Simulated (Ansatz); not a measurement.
## Run report: BH₂F₂, molecular dynamics (part 5 of 5)

BH₂F₂, multiplicity 2; UKS B3LYP-D4/def2-SVP (Ansatz 0.2.0). It belongs to a series of runs on one base structure; here: dynamics from the highest image of the converged band.

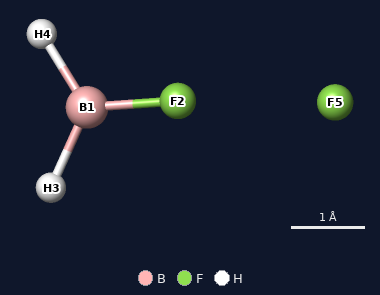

Fig. 1: The geometry at step 178 of the log (ball-and-stick view, seen at a tilt; atoms are numbered from 1 in the order of the input).

Trajectory as extended XYZ, continued:
```
5
Properties=species:S:1:pos:R:3:forces:R:3 step=155 time_fs=77.5 energy=-6135.49562 temperature=37.6
B     0.0060   -0.0113   -0.0622   -0.0949   0.1012  -0.1764
F    -0.0412    0.0083    1.2479    0.0258  -0.0201   0.5890
H     1.1108   -0.0029   -0.5498   -0.1439  -0.0404  -0.2170
H    -1.0764   -0.0124   -0.6012    0.2017  -0.0396  -0.2781
F     0.0391   -0.0032    3.5666    0.0113  -0.0011   0.0825
5
Properties=species:S:1:pos:R:3:forces:R:3 step=157 time_fs=78.5 energy=-6135.49315 temperature=31.3
B     0.0060   -0.0126   -0.0644   -0.0843   0.1552   0.1059
F    -0.0416    0.0087    1.2481    0.0141  -0.0372   0.5212
H     1.1057    0.0010   -0.5418    0.0369  -0.0581  -0.3261
H    -1.0691   -0.0085   -0.5981    0.0222  -0.0587  -0.3815
F     0.0393   -0.0033    3.5670    0.0111  -0.0012   0.0805
5
Properties=species:S:1:pos:R:3:forces:R:3 step=158 time_fs=79.0 energy=-6135.49135 temperature=26.7
B     0.0059   -0.0131   -0.0654   -0.0754   0.1792   0.2368
F    -0.0417    0.0088    1.2483    0.0076  -0.0453   0.4786
H     1.1031    0.0028   -0.5388    0.1212  -0.0657  -0.3711
H    -1.0653   -0.0068   -0.5978   -0.0644  -0.0670  -0.4240
F     0.0394   -0.0033    3.5672    0.0110  -0.0013   0.0796
5
Properties=species:S:1:pos:R:3:forces:R:3 step=160 time_fs=80.0 energy=-6135.48856 temperature=19.6
B     0.0058   -0.0142   -0.0673   -0.0506   0.2207   0.4471
F    -0.0421    0.0092    1.2489   -0.0067  -0.0598   0.3796
H     1.0991    0.0060   -0.5358    0.2486  -0.0786  -0.4291
H    -1.0582   -0.0038   -0.6003   -0.2023  -0.0808  -0.4761
F     0.0397   -0.0034    3.5677    0.0108  -0.0014   0.0785
5
Properties=species:S:1:pos:R:3:forces:R:3 step=162 time_fs=81.0 energy=-6135.48961 temperature=22.4
B     0.0056   -0.0150   -0.0688   -0.0193   0.2531   0.5563
F    -0.0424    0.0095    1.2496   -0.0217  -0.0715   0.2673
H     1.0973    0.0083   -0.5368    0.2922  -0.0889  -0.4325
H    -1.0531   -0.0016   -0.6074   -0.2618  -0.0912  -0.4693
F     0.0399   -0.0035    3.5682    0.0107  -0.0015   0.0782
5
Properties=species:S:1:pos:R:3:forces:R:3 step=163 time_fs=81.5 energy=-6135.49205 temperature=28.6
B     0.0056   -0.0153   -0.0694   -0.0028   0.2658   0.5663
F    -0.0426    0.0096    1.2501   -0.0293  -0.0760   0.2082
H     1.0975    0.0092   -0.5388    0.2777  -0.0931  -0.4120
H    -1.0514   -0.0008   -0.6127   -0.2562  -0.0952  -0.4408
F     0.0400   -0.0035    3.5685    0.0106  -0.0015   0.0783
5
Properties=species:S:1:pos:R:3:forces:R:3 step=165 time_fs=82.5 energy=-6135.49954 temperature=47.8
B     0.0054   -0.0158   -0.0702    0.0288   0.2841   0.5004
F    -0.0429    0.0098    1.2510   -0.0440  -0.0821   0.0879
H     1.0998    0.0102   -0.5458    0.1835  -0.0998  -0.3307
H    -1.0499    0.0000   -0.6262   -0.1787  -0.1007  -0.3368
F     0.0403   -0.0036    3.5691    0.0105  -0.0016   0.0792
5
Properties=species:S:1:pos:R:3:forces:R:3 step=166 time_fs=83.0 energy=-6135.50354 temperature=58.0
B     0.0053   -0.0159   -0.0704    0.0430   0.2892   0.4312
F    -0.0431    0.0099    1.2515   -0.0510  -0.0836   0.0281
H     1.1016    0.0104   -0.5506    0.1118  -0.1020  -0.2738
H    -1.0498    0.0001   -0.6342   -0.1142  -0.1021  -0.2653
F     0.0404   -0.0036    3.5694    0.0104  -0.0016   0.0799
5
Properties=species:S:1:pos:R:3:forces:R:3 step=168 time_fs=84.0 energy=-6135.50931 temperature=72.8
B     0.0052   -0.0160   -0.0706    0.0669   0.2905   0.2461
F    -0.0435    0.0101    1.2525   -0.0636  -0.0837  -0.0876
H     1.1059    0.0100   -0.5618   -0.0533  -0.1034  -0.1409
H    -1.0503   -0.0005   -0.6520    0.0397  -0.1018  -0.0991
F     0.0406   -0.0037    3.5701    0.0103  -0.0016   0.0815
5
Properties=species:S:1:pos:R:3:forces:R:3 step=169 time_fs=84.5 energy=-6135.51039 temperature=75.6
B     0.0051   -0.0160   -0.0706    0.0766   0.2862   0.1424
F    -0.0437    0.0102    1.2530   -0.0691  -0.0823  -0.1425
H     1.1080    0.0095   -0.5681   -0.1352  -0.1024  -0.0708
H    -1.0505   -0.0011   -0.6614    0.1174  -0.1000  -0.0115
F     0.0408   -0.0037    3.5704    0.0103  -0.0016   0.0824
5
Properties=species:S:1:pos:R:3:forces:R:3 step=171 time_fs=85.5 energy=-6135.50898 temperature=72.0
B     0.0051   -0.0157   -0.0705    0.0918   0.2674  -0.0578
F    -0.0441    0.0103    1.2539   -0.0785  -0.0769  -0.2445
H     1.1110    0.0076   -0.5809   -0.2721  -0.0964   0.0631
H    -1.0499   -0.0031   -0.6800    0.2484  -0.0926   0.1552
F     0.0410   -0.0038    3.5711    0.0103  -0.0016   0.0840
5
Properties=species:S:1:pos:R:3:forces:R:3 step=172 time_fs=86.0 energy=-6135.50707 temperature=67.2
B     0.0051   -0.0154   -0.0704    0.0975   0.2530  -0.1441
F    -0.0443    0.0103    1.2543   -0.0822  -0.0730  -0.2911
H     1.1116    0.0063   -0.5871   -0.3194  -0.0914   0.1221
H    -1.0488   -0.0045   -0.6888    0.2938  -0.0871   0.2284
F     0.0412   -0.0038    3.5715    0.0103  -0.0016   0.0847
5
Properties=species:S:1:pos:R:3:forces:R:3 step=174 time_fs=87.0 energy=-6135.50295 temperature=56.7
B     0.0052   -0.0148   -0.0704    0.1053   0.2150  -0.2696
F    -0.0448    0.0104    1.2550   -0.0879  -0.0632  -0.3746
H     1.1104    0.0031   -0.5986   -0.3594  -0.0775   0.2158
H    -1.0443   -0.0078   -0.7047    0.3316  -0.0728   0.3428
F     0.0414   -0.0039    3.5723    0.0103  -0.0015   0.0857
5
Properties=species:S:1:pos:R:3:forces:R:3 step=175 time_fs=87.5 energy=-6135.50144 temperature=52.8
B     0.0053   -0.0144   -0.0706    0.1076   0.1921  -0.3036
F    -0.0451    0.0104    1.2552   -0.0898  -0.0574  -0.4113
H     1.1085    0.0012   -0.6037   -0.3497  -0.0690   0.2481
H    -1.0409   -0.0097   -0.7115    0.3215  -0.0642   0.3809
F     0.0416   -0.0039    3.5727    0.0104  -0.0015   0.0859
5
Properties=species:S:1:pos:R:3:forces:R:3 step=177 time_fs=88.5 energy=-6135.50019 temperature=49.5
B     0.0055   -0.0135   -0.0710    0.1096   0.1400  -0.3069
F    -0.0457    0.0104    1.2556   -0.0919  -0.0442  -0.4744
H     1.1024   -0.0030   -0.6119   -0.2713  -0.0493   0.2805
H    -1.0319   -0.0140   -0.7223    0.2432  -0.0451   0.4150
F     0.0418   -0.0040    3.5735    0.0104  -0.0014   0.0859
5
Properties=species:S:1:pos:R:3:forces:R:3 step=178 time_fs=89.0 energy=-6135.50020 temperature=49.5
B     0.0057   -0.0130   -0.0713    0.1095   0.1118  -0.2764
F    -0.0460    0.0104    1.2558   -0.0920  -0.0369  -0.5005
H     1.0982   -0.0053   -0.6150   -0.2050  -0.0386   0.2807
H    -1.0265   -0.0163   -0.7262    0.1770  -0.0349   0.4108
F     0.0420   -0.0040    3.5740    0.0105  -0.0014   0.0856
5
Properties=species:S:1:pos:R:3:forces:R:3 step=180 time_fs=90.0 energy=-6135.50005 temperature=49.0
B     0.0061   -0.0119   -0.0721    0.1083   0.0535  -0.1589
F    -0.0466    0.0104    1.2558   -0.0905  -0.0213  -0.5413
H     1.0887   -0.0102   -0.6193   -0.0305  -0.0165   0.2522
H    -1.0145   -0.0212   -0.7311    0.0021  -0.0145   0.3636
F     0.0423   -0.0041    3.5749    0.0105  -0.0013   0.0844
5
Properties=species:S:1:pos:R:3:forces:R:3 step=182 time_fs=91.0 energy=-6135.49776 temperature=43.1
B     0.0066   -0.0108   -0.0730    0.1073  -0.0047   0.0100
F    -0.0473    0.0103    1.2555   -0.0868  -0.0045  -0.5652
H     1.0789   -0.0153   -0.6211    0.1735   0.0052   0.1954
H    -1.0026   -0.0262   -0.7325   -0.2046   0.0051   0.2771
F     0.0426   -0.0042    3.5758    0.0106  -0.0012   0.0827
5
Properties=species:S:1:pos:R:3:forces:R:3 step=183 time_fs=91.5 energy=-6135.49559 temperature=37.6
B     0.0068   -0.0102   -0.0735    0.1073  -0.0329   0.1005
F    -0.0476    0.0103    1.2553   -0.0842   0.0041  -0.5702
H     1.0745   -0.0178   -0.6213    0.2736   0.0156   0.1619
H    -0.9972   -0.0287   -0.7322   -0.3074   0.0143   0.2262
F     0.0427   -0.0042    3.5763    0.0107  -0.0011   0.0816
5
Properties=species:S:1:pos:R:3:forces:R:3 step=185 time_fs=92.5 energy=-6135.49058 temperature=24.8
B     0.0075   -0.0091   -0.0743    0.1083  -0.0866   0.2604
F    -0.0484    0.0103    1.2546   -0.0775   0.0213  -0.5650
H     1.0679   -0.0227   -0.6206    0.4402   0.0348   0.0982
H    -0.9889   -0.0335   -0.7300   -0.4819   0.0315   0.1270
F     0.0430   -0.0043    3.5773    0.0108  -0.0010   0.0794
5
Properties=species:S:1:pos:R:3:forces:R:3 step=186 time_fs=93.0 energy=-6135.48870 temperature=20.0
B     0.0078   -0.0086   -0.0747    0.1087  -0.1121   0.3166
F    -0.0488    0.0103    1.2542   -0.0734   0.0298  -0.5544
H     1.0661   -0.0250   -0.6199    0.4956   0.0438   0.0734
H    -0.9863   -0.0359   -0.7284   -0.5418   0.0395   0.0862
F     0.0432   -0.0043    3.5778    0.0109  -0.0010   0.0782
5
Properties=species:S:1:pos:R:3:forces:R:3 step=188 time_fs=94.0 energy=-6135.48854 temperature=19.7
B     0.0086   -0.0076   -0.0751    0.1072  -0.1609   0.3567
F    -0.0496    0.0103    1.2531   -0.0642   0.0458  -0.5165
H     1.0661   -0.0293   -0.6179    0.5303   0.0606   0.0476
H    -0.9853   -0.0402   -0.7247   -0.5843   0.0553   0.0364
F     0.0435   -0.0044    3.5789    0.0110  -0.0009   0.0758
5
Properties=species:S:1:pos:R:3:forces:R:3 step=189 time_fs=94.5 energy=-6135.49061 temperature=25.0
B     0.0090   -0.0072   -0.0753    0.1042  -0.1843   0.3366
F    -0.0500    0.0103    1.2524   -0.0590   0.0532  -0.4895
H     1.0680   -0.0313   -0.6167    0.5067   0.0686   0.0482
H    -0.9868   -0.0422   -0.7227   -0.5629   0.0633   0.0302
F     0.0436   -0.0045    3.5795    0.0111  -0.0008   0.0746
5
Properties=species:S:1:pos:R:3:forces:R:3 step=191 time_fs=95.5 energy=-6135.49797 temperature=43.8
B     0.0099   -0.0064   -0.0753    0.0915  -0.2284   0.2231
F    -0.0508    0.0103    1.2509   -0.0480   0.0662  -0.4208
H     1.0753   -0.0347   -0.6140    0.3851   0.0837   0.0730
H    -0.9939   -0.0457   -0.7184   -0.4399   0.0792   0.0524
F     0.0439   -0.0045    3.5806    0.0113  -0.0007   0.0722
5
Properties=species:S:1:pos:R:3:forces:R:3 step=192 time_fs=96.0 energy=-6135.50217 temperature=54.5
B     0.0104   -0.0062   -0.0752    0.0816  -0.2486   0.1390
F    -0.0512    0.0103    1.2501   -0.0422   0.0717  -0.3800
H     1.0804   -0.0361   -0.6125    0.2955   0.0906   0.0937
H    -0.9990   -0.0472   -0.7161   -0.3463   0.0870   0.0763
F     0.0441   -0.0046    3.5812    0.0114  -0.0007   0.0710
5
Properties=species:S:1:pos:R:3:forces:R:3 step=194 time_fs=97.0 energy=-6135.50870 temperature=71.2
B     0.0114   -0.0057   -0.0750    0.0554  -0.2829  -0.0522
F    -0.0521    0.0104    1.2483   -0.0303   0.0803  -0.2888
H     1.0926   -0.0382   -0.6085    0.0866   0.1022   0.1391
H    -1.0116   -0.0495   -0.7109   -0.1233   0.1010   0.1333
F     0.0444   -0.0047    3.5824    0.0116  -0.0007   0.0686
5
Properties=species:S:1:pos:R:3:forces:R:3 step=195 time_fs=97.5 energy=-6135.51030 temperature=75.4
B     0.0120   -0.0056   -0.0749    0.0398  -0.2959  -0.1461
F    -0.0526    0.0104    1.2474   -0.0243   0.0834  -0.2395
H     1.0991   -0.0389   -0.6061   -0.0205   0.1066   0.1588
H    -1.0185   -0.0503   -0.7078   -0.0066   0.1066   0.1595
F     0.0446   -0.0047    3.5830    0.0118  -0.0006   0.0673
5
Properties=species:S:1:pos:R:3:forces:R:3 step=197 time_fs=98.5 energy=-6135.51010 temperature=74.9
B     0.0130   -0.0056   -0.0748    0.0057  -0.3114  -0.3018
F    -0.0535    0.0106    1.2454   -0.0124   0.0870  -0.1370
H     1.1117   -0.0396   -0.6001   -0.2129   0.1113   0.1816
H    -1.0320   -0.0511   -0.7005    0.2077   0.1138   0.1927
F     0.0449   -0.0048    3.5842    0.0120  -0.0006   0.0645
5
Properties=species:S:1:pos:R:3:forces:R:3 step=198 time_fs=99.0 energy=-6135.50885 temperature=71.8
B     0.0136   -0.0057   -0.0749   -0.0119  -0.3132  -0.3554
F    -0.0539    0.0107    1.2444   -0.0066   0.0875  -0.0849
H     1.1174   -0.0395   -0.5964   -0.2897   0.1115   0.1817
H    -1.0382   -0.0511   -0.6962    0.2961   0.1149   0.1956
F     0.0451   -0.0048    3.5848    0.0121  -0.0006   0.0630
5
Properties=species:S:1:pos:R:3:forces:R:3 step=200 time_fs=100.0 energy=-6135.50605 temperature=64.7
B     0.0147   -0.0060   -0.0752   -0.0464  -0.3040  -0.4023
F    -0.0548    0.0109    1.2423    0.0047   0.0859   0.0186
H     1.1264   -0.0386   -0.5878   -0.3898   0.1070   0.1557
H    -1.0482   -0.0503   -0.6861    0.4192   0.1117   0.1683
F     0.0454   -0.0049    3.5861    0.0122  -0.0006   0.0597
```

The run was set up as follows.

The input:
```yaml
crystal:
  periodic: [false, false, false]
  atoms:
    - { symbol: B, position_ang: [-0.007898, -0.000211, -0.116276] }
    - { symbol: F, position_ang: [-0.02667, -0.003336, 1.205053] }
    - { symbol: H, position_ang: [1.06919, 0.001275, -0.659128] }
    - { symbol: H, position_ang: [-1.068839, 0.00113, -0.69036] }
    - { symbol: F, position_ang: [0.034217, 0.001142, 3.65071] }
magnetization:
  spin_polarized: true
  initial_magnetization: 1
basis:
  gaussian: { orbitals: def2-SVP }
hamiltonian:
  xc: b3lyp
  dispersion: d4
md:
  timestep: 0.5
  n_steps: 200
  ensemble: nve
  temperature: 100.0
  initial_velocities: maxwell_boltzmann
  seed: 10469
```

Launched with:
```bash
ansatz run input.yaml --threads 1 --pin off --max-ram 2048MiB --backend cpu --events-out ev --progress --plain --runs-dir out
```

Results in brief:

- outcome: finished
- mean temperature over the second half: 47 K
- trajectory: 200 steps, 100 fs
- ensemble: nve
- temperature in the input: 100.0 K
- time step: 0.5 fs
- potential energy (last step): −6135.5062 eV
- mean-field energy (last step): −6135.4595 eV
- ⟨S²⟩ (last step): 0.751
- largest force (length of the vector) (last step): 0.506 eV/Å
- hardware: 1 thread of Arm Neoverse V2, 24 GiB of memory available, shared host
- wall time: 9 min
- peak memory: 0.12 GiB

So short a trajectory is not equilibrated.
